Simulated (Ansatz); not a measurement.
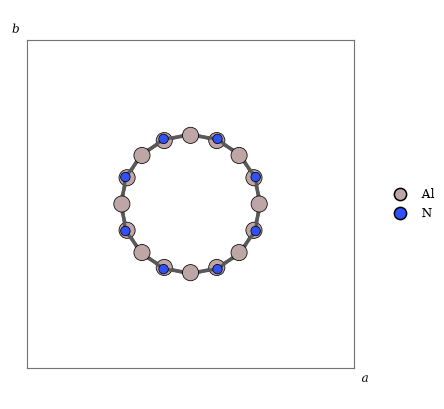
Figure: 1 relaxed period of a body that repeats along c, seen along c; the cell edge a is 19.0 Å long

Calculation: PBE (plane waves to 420 eV, PAW; Ansatz, a first-principles code). Mesh 1×1×6. No spin polarisation. One-dimensional cell, images about 11 Å apart. A model structure. Symmetry and one short period hold its shape; lower forms weren't sought.

Problem. What is drawn, and how wide is it?

Solution. This is not unique; one that fits is (8,0) AlN nanotube. A hypothetical model, rolled from the flat sheet.
It measures about 8 Å across, from nucleus to nucleus.
